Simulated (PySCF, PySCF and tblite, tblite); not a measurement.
# C₅H₁₀O₂: conformers and averaged spectra, part 2 of 2

PySCF and tblite. Atoms count from 0. Earlier steps stand in the parts before.

### Step 7. Couplings, conformer 1: B3LYP/6-31G*+pcJ-1

What the job is given:

```
{"job": {"xc": "B3LYP", "basis": {"default": "6-31G*", "H": "pcJ-1"}, "nuclei": ["H", "F", "P", "Si", "B"], "kind": "j"}, "charge": 0, "multiplicity": 1}
C      2.323994     0.205337     0.157283
C      1.038665    -0.595147     0.312428
C      0.088440    -0.346957    -0.869296
O     -1.056428    -1.162431    -0.811106
C     -2.034503    -0.449135    -0.083988
C     -1.566740     1.021397    -0.150919
O     -0.379822     0.977909    -0.913843
H      2.961947     0.071302     1.027245
H      2.092107     1.262090     0.049554
H      2.868396    -0.117465    -0.727025
H      0.532836    -0.313722     1.237994
H      1.249829    -1.664850     0.349084
H      0.606908    -0.554267    -1.814055
H     -2.998062    -0.611425    -0.570828
H     -2.086953    -0.808004     0.951362
H     -2.274792     1.670147    -0.670144
H     -1.372820     1.427252     0.849885
```

Log:

```text
coarse grid: 13808 points
cycle   1  E = -346.9134233170  dE =  9.212e-01  |g| = 8.173e-01  |ddm| = 3.463e+00
cycle   2  E = -346.7800781236  dE =  1.333e-01  |g| = 1.179e+00  |ddm| = 1.588e+00
cycle   3  E = -347.0436255259  dE = -2.635e-01  |g| = 1.007e-01  |ddm| = 1.008e+00
cycle   4  E = -347.0454844727  dE = -1.859e-03  |g| = 4.033e-02  |ddm| = 1.035e-01
cycle   5  E = -347.0458758539  dE = -3.914e-04  |g| = 6.667e-03  |ddm| = 3.771e-02
cycle   6  E = -347.0458850589  dE = -9.205e-06  |g| = 1.855e-03  |ddm| = 6.288e-03
final grid: 132176 points
cycle   7  E = -346.9899265046  dE = -4.433e-05  |g| = 7.448e-03  |ddm| = 2.326e-02
cycle   8  E = -346.9899161527  dE =  1.035e-05  |g| = 1.036e-02  |ddm| = 1.334e-02
cycle   9  E = -346.9899391408  dE = -2.299e-05  |g| = 1.093e-03  |ddm| = 7.953e-03
cycle  10  E = -346.9899393735  dE = -2.327e-07  |g| = 2.449e-04  |ddm| = 1.091e-03
cycle  11  E = -346.9899393857  dE = -1.221e-08  |g| = 6.498e-05  |ddm| = 2.472e-04
cycle  12  E = -346.9899393864  dE = -6.570e-10  |g| = 3.385e-05  |ddm| = 8.085e-05
cycle  13  E = -346.9899393866  dE = -2.057e-10  |g| = 3.639e-06  |ddm| = 2.679e-05
converged SCF energy = -346.9899393866

Indirect spin-spin couplings (Hz)
  i      j    bonds     total        FC       PSO       DSO        SD
  7 H    8 H    2    -13.826   -13.309     2.121    -2.638         -
  7 H    9 H    2    -13.827   -13.305     2.176    -2.698         -
  7 H   10 H    3      4.310     4.352     0.166    -0.208         -
  7 H   11 H    3      3.308     3.468     0.417    -0.577         -
  7 H   12 H    4     -0.805    -0.403     1.025    -1.427         -
  7 H   14 H    6     -0.178    -0.028     0.379    -0.529         -
  7 H   15 H    6     -0.375    -0.027     0.806    -1.154         -
  8 H    9 H    2    -13.613   -13.161     2.015    -2.466         -
  8 H   10 H    3      3.492     3.552     0.238    -0.298         -
  8 H   11 H    3     15.522    16.400     1.865    -2.743         -
  8 H   12 H    4     -0.190    -0.186     0.081    -0.085         -
  8 H   13 H    6     -0.352     0.002     0.805    -1.158         -
  8 H   14 H    6     -0.188     0.009     0.437    -0.635         -
  8 H   15 H    6     -0.227    -0.013     0.454    -0.668         -
  8 H   16 H    6      0.175     0.011    -0.474     0.638         -
  9 H   10 H    3     14.293    15.168     1.822    -2.697         -
  9 H   11 H    3      4.605     4.654     0.268    -0.317         -
  9 H   12 H    4      0.324    -0.211    -1.111     1.646         -
  9 H   13 H    6     -0.201     0.153     0.815    -1.170         -
  9 H   14 H    6     -0.270     0.034     0.708    -1.012         -
  9 H   15 H    6     -0.311     0.037     0.800    -1.148         -
  9 H   16 H    6     -0.266     0.030     0.654    -0.950         -
 10 H   11 H    2    -13.230   -13.038     1.637    -1.829         -
 10 H   12 H    3      9.573    10.456     1.729    -2.612         -
 10 H   13 H    5     -0.362     0.048     0.863    -1.273         -
 10 H   14 H    5      0.645     0.087    -1.357     1.916         -
 10 H   15 H    5     -0.470    -0.066     0.841    -1.245         -
 10 H   16 H    5      0.641     0.023    -1.512     2.129         -
 11 H   12 H    3      1.683     1.634     0.197    -0.148         -
 11 H   15 H    5     -0.488     0.051     1.214    -1.754         -
 11 H   16 H    5     -0.450    -0.143     0.708    -1.015         -
 12 H   13 H    4     -1.299    -0.714     1.219    -1.805         -
 12 H   14 H    4     -1.114    -0.345     1.557    -2.326         -
 12 H   15 H    4     -1.307    -0.720     1.225    -1.812         -
 12 H   16 H    4     -1.096    -0.326     1.559    -2.329         -
 13 H   14 H    2     -7.250    -6.835     1.710    -2.125         -
 13 H   15 H    3      9.671     9.466    -0.230     0.434         -
 13 H   16 H    3      5.435     6.115     1.327    -2.006         -
 14 H   15 H    3      5.362     6.039     1.325    -2.003         -
 14 H   16 H    3     10.127     9.844    -0.423     0.706         -
 15 H   16 H    2     -7.498    -7.093     1.692    -2.097         -
```

Run time: 27 s. Hardware: 1 thread of Arm Neoverse V1, shared host; peak memory 1 GiB.

In short: HOMO -6.87 eV, LUMO 1.17 eV; dipole 1.43 D.

### Step 8. Couplings, conformer 2: B3LYP/6-31G*+pcJ-1

What the job is given:

```
{"job": {"xc": "B3LYP", "basis": {"default": "6-31G*", "H": "pcJ-1"}, "nuclei": ["H", "F", "P", "Si", "B"], "kind": "j"}, "charge": 0, "multiplicity": 1}
C      1.921257     1.025991    -0.136947
C      1.649745    -0.463103     0.032542
C      0.155311    -0.759895     0.084474
O     -0.463403    -0.075337     1.144440
C     -1.822403     0.056089     0.796278
C     -1.838646    -0.089879    -0.743201
O     -0.491907    -0.326685    -1.086623
H      1.470054     1.380195    -1.059859
H      2.991680     1.210842    -0.172308
H      1.494077     1.575941     0.697243
H      2.090358    -0.827389     0.961033
H      2.068930    -1.024222    -0.803115
H     -0.010480    -1.854307     0.209324
H     -2.419405    -0.732590     1.272840
H     -2.168425     1.032243     1.139771
H     -2.468635    -0.932894    -1.054792
H     -2.165106     0.817030    -1.255690
```

Log:

```text
coarse grid: 13808 points
cycle   1  E = -346.9149810678  dE =  9.330e-01  |g| = 8.222e-01  |ddm| = 3.454e+00
cycle   2  E = -346.7596429878  dE =  1.553e-01  |g| = 1.225e+00  |ddm| = 1.700e+00
cycle   3  E = -347.0476548752  dE = -2.880e-01  |g| = 9.170e-02  |ddm| = 1.104e+00
cycle   4  E = -347.0491426993  dE = -1.488e-03  |g| = 3.866e-02  |ddm| = 9.399e-02
cycle   5  E = -347.0495009630  dE = -3.583e-04  |g| = 7.164e-03  |ddm| = 3.579e-02
cycle   6  E = -347.0495124314  dE = -1.147e-05  |g| = 9.118e-04  |ddm| = 6.694e-03
cycle   7  E = -347.0495126065  dE = -1.751e-07  |g| = 3.424e-04  |ddm| = 1.191e-03
final grid: 132176 points
cycle   8  E = -346.9931054328  dE = -3.936e-05  |g| = 7.280e-03  |ddm| = 2.102e-02
cycle   9  E = -346.9930980561  dE =  7.377e-06  |g| = 9.409e-03  |ddm| = 1.296e-02
cycle  10  E = -346.9931182060  dE = -2.015e-05  |g| = 9.246e-04  |ddm| = 7.171e-03
cycle  11  E = -346.9931183654  dE = -1.594e-07  |g| = 2.154e-04  |ddm| = 9.495e-04
cycle  12  E = -346.9931183742  dE = -8.855e-09  |g| = 4.117e-05  |ddm| = 2.057e-04
cycle  13  E = -346.9931183745  dE = -2.987e-10  |g| = 1.905e-05  |ddm| = 4.884e-05
converged SCF energy = -346.9931183745

Indirect spin-spin couplings (Hz)
  i      j    bonds     total        FC       PSO       DSO        SD
  7 H    8 H    2    -13.576   -13.087     2.097    -2.586         -
  7 H    9 H    2    -13.528   -13.118     1.892    -2.302         -
  7 H   10 H    3     14.439    15.318     1.864    -2.743         -
  7 H   11 H    3      3.880     3.934     0.224    -0.278         -
  7 H   12 H    4     -1.064    -0.531     1.120    -1.653         -
  7 H   13 H    6     -0.398    -0.004     0.868    -1.262         -
  7 H   15 H    6     -0.309     0.007     0.706    -1.021         -
  7 H   16 H    6      0.180     0.057    -0.390     0.513         -
  8 H    9 H    2    -13.554   -13.065     2.098    -2.588         -
  8 H   10 H    3      3.710     3.823     0.347    -0.460         -
  8 H   11 H    3      3.750     3.861     0.343    -0.455         -
  8 H   13 H    6     -0.351     0.040     0.908    -1.299         -
  8 H   14 H    6     -0.211     0.075     0.639    -0.924         -
  8 H   15 H    6     -0.363     0.028     0.906    -1.297         -
  8 H   16 H    6     -0.216     0.064     0.626    -0.907         -
  9 H   10 H    3      3.918     3.970     0.221    -0.274         -
  9 H   11 H    3     14.438    15.317     1.864    -2.743         -
  9 H   12 H    4     -1.063    -0.530     1.119    -1.652         -
  9 H   13 H    6     -0.307     0.013     0.719    -1.040         -
  9 H   14 H    6      0.161     0.057    -0.342     0.445         -
  9 H   15 H    6     -0.395    -0.001     0.865    -1.258         -
 10 H   11 H    2    -13.870   -13.561     1.856    -2.166         -
 10 H   12 H    3      2.345     2.222    -0.019     0.142         -
 10 H   13 H    5     -0.327    -0.013     0.681    -0.994         -
 10 H   14 H    5     -0.252     0.128     0.844    -1.224         -
 10 H   15 H    5     -0.373     0.059     0.953    -1.385         -
 10 H   16 H    5     -0.236     0.252     1.058    -1.546         -
 11 H   12 H    3      2.360     2.238    -0.017     0.138         -
 11 H   13 H    5     -0.402     0.023     0.938    -1.363         -
 11 H   14 H    5     -0.204     0.287     1.068    -1.560         -
 11 H   15 H    5     -0.337    -0.018     0.693    -1.011         -
 11 H   16 H    5     -0.259     0.120     0.840    -1.219         -
 12 H   13 H    4      0.457     0.349    -0.334     0.442         -
 12 H   14 H    4     -1.280    -0.549     1.534    -2.265         -
 12 H   15 H    4      0.463     0.397    -0.242     0.308         -
 12 H   16 H    4     -1.205    -0.472     1.549    -2.282         -
 13 H   14 H    2     -7.488    -7.057     1.738    -2.169         -
 13 H   15 H    3     10.420    10.130    -0.371     0.660         -
 13 H   16 H    3      5.788     6.482     1.370    -2.063         -
 14 H   15 H    3      5.038     5.705     1.327    -1.994         -
 14 H   16 H    3      9.481     9.274    -0.222     0.428         -
 15 H   16 H    2     -7.274    -6.843     1.738    -2.169         -
```

It took 34 s on 1 thread of Arm Neoverse V1, shared host; peak memory 0.92 GiB.

This run: HOMO -7.02 eV, LUMO 1.31 eV; dipole 1.27 D.

### Step 9. Boltzmann average: properties at B97-2/pcSseg-1 in cyclohexane

What the job is given:

```
{"job": {"study": "conf", "smiles": "CCC1OCCO1", "search": {"seed": 690, "n_embed": 90, "ff_keep": 18, "window": 3.0, "nmax": 8, "temps": [200, 250, 298.15, 350, 400], "t_ref": 298.15, "order": 0.0005}, "level": {"nmr": {"xc": "B97-2", "basis": "pcSseg-1", "solvent": "cyclohexane"}, "sp": {"xc": "B3LYP", "basis": "def2-SVP", "solvent": "cyclohexane"}, "j": {"xc": "B3LYP", "basis": {"default": "6-31G*", "H": "pcJ-1"}, "nuclei": ["H", "F", "P", "Si", "B"]}}, "kind": "conf"}, "charge": 0, "multiplicity": 1}
C      1.921257     1.025991    -0.136947
C      1.649745    -0.463103     0.032542
C      0.155311    -0.759895     0.084474
O     -0.463403    -0.075337     1.144440
C     -1.822403     0.056089     0.796278
C     -1.838646    -0.089879    -0.743201
O     -0.491907    -0.326685    -1.086623
H      1.470054     1.380195    -1.059859
H      2.991680     1.210842    -0.172308
H      1.494077     1.575941     0.697243
H      2.090358    -0.827389     0.961033
H      2.068930    -1.024222    -0.803115
H     -0.010480    -1.854307     0.209324
H     -2.419405    -0.732590     1.272840
H     -2.168425     1.032243     1.139771
H     -2.468635    -0.932894    -1.054792
H     -2.165106     0.817030    -1.255690
```

Log:

```text
conformer  sym    E(xTB)   E(DFT)   G(298.15 K)  weight  dipole/D
    1     C1      0.000    1.864    1.949   0.0359    1.622
    2     Cs      0.681    0.000    0.000   0.9641    1.430

mean shielding (ppm) by class
class atoms           200 K      250 K   298.15 K      350 K      400 K
  0 C  0            179.531    179.469    179.377    179.252    179.117
  1 C  1              156.7    156.715    156.738    156.768    156.802
  2 C  2             78.572     78.516     78.435     78.324     78.203
  3 O  3,6          248.252    248.352    248.498    248.697    248.913
  4 C  4,5          118.395    118.419    118.453    118.499     118.55
  5 H  7,8,9         30.825     30.825     30.825     30.825     30.826
  6 H  10,11         30.026     30.031     30.039     30.049      30.06
  7 H  12             26.64     26.636     26.631     26.625     26.617
  8 H  13,15         27.721      27.72     27.718     27.715     27.713
  9 H  14,16         27.579     27.581     27.583     27.587      27.59
```

Run time: 2.1 min. Hardware: 1 thread of Arm Neoverse V1, shared host. This counts the runs that the step sums up.

The search (ETKDG and KDG, MMFF94s, GFN2-xTB) embedded 90 structures, kept 2 distinct ones after the force field and 2 after xTB; 2 were carried on (window 3.0 kcal/mol at the search's own energies). Energies: B3LYP/def2-SVP in cyclohexane with D3(BJ).

Conformer by conformer (298 K):

```csv
no.,group,mirror pair,ΔE xTB,ΔE DFT,ΔG,weight (%),μ (D),C0–C1–C2–O3 (°),"A, B, C (GHz)"
1,C1,yes,0.00,1.86,1.95,3.6,1.62,175,"5.19, 2.04, 1.75"
2,Cs,no,0.68,0.00,0.00,96.4,1.43,-59,"5.13, 2.07, 1.85"
```

Energies in kcal/mol. ΔG holds xTB vibrations and rotation, symmetry numbers and mirror pairs.

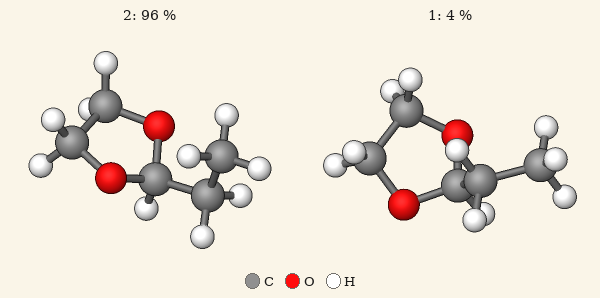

The conformers with their weights.

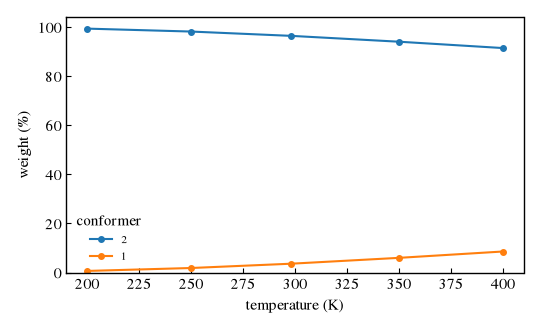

Weights against temperature.

Other ways of weighting, at the same temperature:

```csv
scheme,2,1,mean μ (D)
DFT free energy,96,4,1.44
"DFT energy, symmetry counted",92,8,1.45
DFT energy alone,96,4,1.44
"xTB energy, symmetry counted",14,86,1.60
xTB free energy,27,73,1.57
lowest conformer only,100,0,1.43
equal weights,50,50,1.53
conformers found from three starts alone,0,100,1.62
```

Shifts against references run at the same level (¹³C TMS 186.5, ¹H TMS 31.81 ppm of shielding), by class of atoms, at 298 K:

```csv
atoms,environment,no. 2,no. 1,average
C2,sp3 carbon bearing two oxygens,107.9,112.6,108.1
"C4, C5",sp3 CH2 bonded to O,68.2,66.2,68.1
C1,sp3 CH2,29.8,28.6,29.8
C0,methyl carbon,7.0,12.2,7.2
H12,hydrogen on an sp3 carbon bearing two oxygens,5.17,5.45,5.18
"H14, H16",hydrogen on an sp3 CH2 bonded to O,4.23,4.10,4.23
"H13, H15",hydrogen on an sp3 CH2 bonded to O,4.09,4.19,4.09
"H10, H11",hydrogen on an sp3 CH2,1.79,1.35,1.77
"H7, H8, H9",hydrogen on a methyl carbon,0.99,0.98,0.99
"O3, O6",ether oxygen,248.2 (σ),256.6 (σ),248.5 (σ)
```

Couplings (Hz, B3LYP/6-31G*+pcJ-1; one pair named for each class), from conformers that hold 100 % of the weight:

```csv
pair,bonds,no. 2,no. 1,average
H10–H11,2,-13.9,-13.2,-13.8
H7–H8,2,-13.6,-13.8,-13.6
H13–H14,2,-7.4,-7.4,-7.4
H13–H15,3,10.4,9.7,10.4
H14–H16,3,9.5,10.1,9.5
H7–H10,3,7.4,7.6,7.4
H13–H16,3,5.4,5.4,5.4
H10–H12,3,2.4,5.6,2.5
H12–H14,4,-1.2,-1.1,-1.2
H7–H12,4,-0.7,-0.2,-0.7
```

Effective distances for nuclear Overhauser effects, ⟨r⁻⁶⟩^(−1/6) over all pairs of two classes (Å): H13···H14 1.99; H10···H12 2.46; H7···H10 2.61; H12···H13 2.90; H12···H14 3.73; H7···H12 3.79; H10···H14 4.41.

### Step 10. Results

What follows sums up all 2 parts.

| quantity | value |
| --- | --- |
| conformers | 2; the first in weight is no. 2 (Cs), 96 % at 298 K |
| root-mean-square dipole | 1.44 D |
| averaged ¹³C shifts (B97-2/pcSseg-1 in cyclohexane) | 108.1, 68.1, 29.8, 7.2 ppm |
| averaged ¹H shifts (B97-2/pcSseg-1 in cyclohexane) | 5.18, 4.23, 4.09, 1.77, 0.99 ppm |

What this shows: At 298 K conformer 2 holds 96 % of the ensemble (99 % at 200 K, 91 % at 400 K). xTB puts no. 1 lowest, DFT no. 2. Among vicinal couplings, H10–H12 differs most between the conformers listed (2.4 for no. 2, 5.6 for no. 1; average 2.5 Hz).
